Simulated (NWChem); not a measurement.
**CsBr (SMILES [Br][Cs]) at 6 levels**

Aim: a comparison of 6 runs (HF/3-21G, M06-2X/def2-TZVPP, B2PLYP/def2-TZVPP, BHLYP/def2-TZVPP, CAM-B3LYP/def2-TZVPP, MP3/def2-TZVPP) of CsBr. 

The results are computed with NWChem 7.3.0.

## Step 1: The system as given

CsBr: 2 atoms, total charge 0, spin state singlet. As SMILES, `[Br][Cs]`. The Br1–Cs2 distance was set to 5.530 Å, away from the relaxed value.

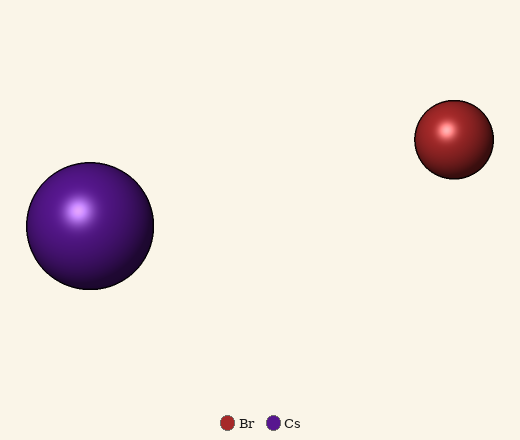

The structure, seen from a chosen angle (bromine red, caesium purple).

## Step 2: The energy at HF/3-21G (run 1)

Contents of test.nw:

```
START test
memory total 2200 mb

GEOMETRY units angstroms noautosym nocenter noautoz
 Br     0.000000     0.000000    -2.457849
 Cs     0.000000     0.000000     3.072251
END

BASIS spherical bse
 * library 3-21G
END

SCF
 thresh 1e-08
 maxiter 80
END

TASK scf energy
```

Command:

```console
$ nwchem test.nw > test.out
```

The log of the run:

```text
[...]
  functions       =    57
[...]
  wavefunction    = RHF
[...]
         Total SCF energy = -10090.147364460807
      One-electron energy = -14274.256842362445
      Two-electron energy =   3999.905538673700
 Nuclear repulsion energy =    184.203939227938
        Time for solution =      3.2s
[...]
```

Run time: 4.2 s. Hardware: 1 thread of Intel Xeon Platinum 8488C (Sapphire Rapids), shared host; peak memory 0.098 GiB.

## Step 3: The energy at M06-2X/def2-TZVPP (core potential) (run 2)

Contents of a.nw:

```
start a
title "BrCs energy"
memory stack 880 mb heap 220 mb global 1100 mb
charge 0
geometry units angstroms noautosym nocenter noautoz
  Br     0.000000     0.000000    -2.457849
  Cs     0.000000     0.000000     3.072251
end
basis spherical bse
  * library def2-TZVPP
end
ecp bse
  Cs library def2-TZVPP
end
dft
  xc m06-2x
  grid xfine
  convergence energy 1e-08
  maxiter 100
  mulliken
  print low
end
task dft energy
```

Command:

```console
$ nwchem a.nw > a.out
```

The log of the run:

```text
[...]
 d= 0,ls=0.0,diis     1  -2594.2679916956 -2.62D+03  2.62D-02  6.96D-01     2.4
[...]
 d= 0,ls=0.5,diis    48  -2594.3075020051 -7.11D-09  1.68D-06  9.40D-09    84.5
         Total DFT energy =    -2594.307502061129
      One electron energy =    -3682.346603992949
           Coulomb energy =     1152.464810525956
    Exchange-Corr. energy =      -94.568171376890
 Nuclear repulsion energy =       30.142462782753
[...]
      Total Density - Mulliken Population Analysis
     ---------------------------------------------
    Atom       Charge   Shell Charges
 -----------   ------   -------------------------------------------------------
    1 Br  35    35.88   2.00  2.01  1.13  0.81  0.96  1.08  6.00  5.93  1.31  2.59  2.07  9.00  0.98  0.01  0.01  0.00
    2 Cs   9     8.12  -0.32  1.60  0.71  0.05  0.00  5.43  0.57  0.03  0.00  0.01  0.03  0.00
[...]
```

Run time: 87 s. Hardware: 1 thread of Intel Xeon Platinum 8488C (Sapphire Rapids), shared host; peak memory 0.12 GiB.

Run 3 isn't shown in full; the table further down has it.

## Step 4: A single-point energy at BHLYP/def2-TZVPP (core potential) (run 4)

Contents of brcs.nw:

```
start brcs
memory total 2200 mb
charge 0

geometry units bohr noautosym nocenter noautoz
  Br  0.00000000  0.00000000 -4.64466147
  Cs  0.00000000  0.00000000  5.80571298
end

basis spherical bse
  * library def2-TZVPP
end

ecp bse
  Cs library def2-TZVPP
end

dft
  xc bhlyp
  grid xfine
  convergence energy 1e-08
  iterations 100
  mulliken
  noprint "final vectors analysis"
end

task dft
```

Command:

```console
$ nwchem brcs.nw > brcs.out
```

The log of the run:

```text
[...]
          Wavefunction type:  closed shell.
          No. of atoms     :     2
          No. of electrons :    44
[...]
          Charge           :     0
          Spin multiplicity:     1
[...]
          AO basis - number of functions:    84
[...]
              XC Information
              --------------
                        BHLYP Method XC Functional
                     Hartree-Fock (Exact) Exchange  0.500
                        Slater Exchange Functional  0.500 local
                    Becke 1988 Exchange Functional  0.500 non-local
              Lee-Yang-Parr Correlation Functional  1.000
[...]
 d= 0,ls=0.0,diis     1  -2594.2330620690 -2.62D+03  1.42D-02  3.23D-01     2.2
[...]
 d= 0,ls=0.0,diis     9  -2594.2688816889 -9.68D-09  5.29D-06  4.01D-09    14.1
         Total DFT energy =    -2594.268881688888
      One electron energy =    -3682.469652212239
           Coulomb energy =     1152.582400901654
    Exchange-Corr. energy =      -94.524090967359
 Nuclear repulsion energy =       30.142460589056
[...]
      Total Density - Mulliken Population Analysis
     ---------------------------------------------
    Atom       Charge   Shell Charges
 -----------   ------   -------------------------------------------------------
    1 Br  35    35.88   2.00  2.00  1.16  0.79  0.99  1.05  6.00  5.93  1.37  2.53  2.07  8.96  1.02  0.01  0.01  0.00
    2 Cs   9     8.12  -0.32  1.60  0.72  0.04  0.00  5.45  0.55  0.03  0.00  0.01  0.03  0.00
[...]
```

Run time: 15 s. Hardware: 1 thread of Intel Xeon Platinum 8488C (Sapphire Rapids), shared host; peak memory 0.12 GiB.

Run 5 isn't shown in full; the table further down has it.

## Step 5: The energy at MP3/def2-TZVPP (core potential) (run 6)

Contents of run.py:

```python
from ase import Atoms
from ase.calculators.nwchem import NWChem

mol = Atoms(['Br', 'Cs'], positions=[
    [0.000000, 0.000000, -2.457849],
    [0.000000, 0.000000, 3.072251],
])

calc = NWChem(
    label='geom',
    theory='tce',
    memory='stack 330 mb heap 110 mb global 1760 mb',
    basis='def2-TZVPP',
    basispar='spherical bse',
    scf={'nopen': '0', 'rhf': None, 'thresh': '1e-08', 'maxiter': '80'},
    tce={'scf': None, 'mbpt3': None, 'freeze': 'core 9', 'maxiter': '60'},
    task='energy',
    **{'ecp bse': {'Cs library': 'def2-TZVPP'}},
)
mol.calc = calc

print(f"energy = {mol.get_potential_energy():.6f} eV")
```

Command:

```console
$ export ASE_NWCHEM_COMMAND="nwchem PREFIX.nwi > PREFIX.nwo"
$ python run.py
```

The log of the run:

```text
energy = -70551.995902 eV
```

The calculator wrote geom.nwi:

```
title "geom"

permanent_dir geom

scratch_dir geom

start geom

geometry units angstrom nocenter noautosym noautoz
  Br 0.0000000000000000e+00 0.0000000000000000e+00 -2.4578490000000000e+00
  Cs 0.0000000000000000e+00 0.0000000000000000e+00 3.0722510000000001e+00
end

memory stack 330 mb heap 110 mb global 1760 mb

basis spherical bse noprint
   * library def2-TZVPP
end

scf
  nopen 0
  rhf
  thresh 1e-08
  maxiter 80
end
tce
  scf
  mbpt3
  freeze core 9
  maxiter 60
end
ecp bse
  Cs library def2-TZVPP
end

task tce energy
```

geom.nwo:

```text
Northwest Computational Chemistry Package (NWChem) 7.3.0
             --------------------------------------------------------

           Job information
           ---------------

    nwchem branch   = 7.3.0
    use scalapack   = T
    input           = geom.nwi
    prefix          = geom.
    data base       = geom/geom.db
    status          = startup
    nproc           =        1

           Memory information
           ------------------

[... 5 lines left out ...]
    hardfail = no
[... 34 lines left out ...]
            Nuclear Dipole moment (a.u.)
[... 52 lines left out ...]
 2-e energy   =    1052.889693
[... 10 lines left out ...]
 Final Fock-matrix accuracy:          1.000E-10
[... 14 lines left out ...]
      One-electron energy =  -3682.917438167745
[... 5 lines left out ...]
             Final eigenvalues
[... 442 lines left out ...]
 MBPT(2) total energy / hartree       =     -2592.720189715582364
[... 1 line left out ...]
 MBPT(3) iterations
 --------------------------------------------------------
 Iter          Residuum       Correlation     Cpu    Wall
 --------------------------------------------------------
    1   0.1752056592902   0.0000000000000     0.7     0.7
    2   0.0000000000553  -0.0178589473818     0.7     0.7
 --------------------------------------------------------
 Iterations converged
 MBPT(3) correlation energy / hartree =        -0.017858947381796
 MBPT(3) total energy / hartree       =     -2592.738048662964047

 Task  times  cpu:       32.3s     wall:       32.3s
 Total times  cpu:       32.4s     wall:       32.4s
```

Run time: 34 s. Hardware: 1 thread of Intel Xeon Platinum 8488C (Sapphire Rapids), shared host; peak memory 1.2 GiB.

## Step 6: Overview of the runs

```
run                                  level  iteration cap  module    energy (Eh)  wall time
  1                               HF/3-21G             80     scf  -10090.147364      4.2 s
  2     M06-2X/def2-TZVPP (core potential)            100     dft   -2594.307502       87 s
  3     B2PLYP/def2-TZVPP (core potential)            100     dft   -2593.880631       17 s
  4      BHLYP/def2-TZVPP (core potential)            100     dft   -2594.268882       15 s
  5  CAM-B3LYP/def2-TZVPP (core potential)            100     dft   -2594.430016       24 s
  6        MP3/def2-TZVPP (core potential)             80     tce   -2592.738049       34 s
```

## Step 7: Outcome

```
                                          quantity           value
                               run 6: total energy  -2592.73805 Eh
        run 6: HOMO energy (Hartree–Fock orbitals)        -6.30 eV
        run 6: LUMO energy (Hartree–Fock orbitals)        -1.18 eV
      run 6: HOMO–LUMO gap (Hartree–Fock orbitals)         5.12 eV
run 6: correlation energy (9 core orbitals frozen)      -429.3 mEh
```

Over runs 1, 4, 5 the dipole moment (its size) runs from 24.29 D (CAM-B3LYP/def2-TZVPP) to 25.27 D (HF/3-21G). The two ends differ in method and basis and core potential. Totals of different functionals can't be ranked against each other. Some runs of one species differ in core potentials or relativity; totals across that change don't compare. In run 1 relativity is left out where basis or elements ask for it. All runs together took 3 min, the longest 87 s.
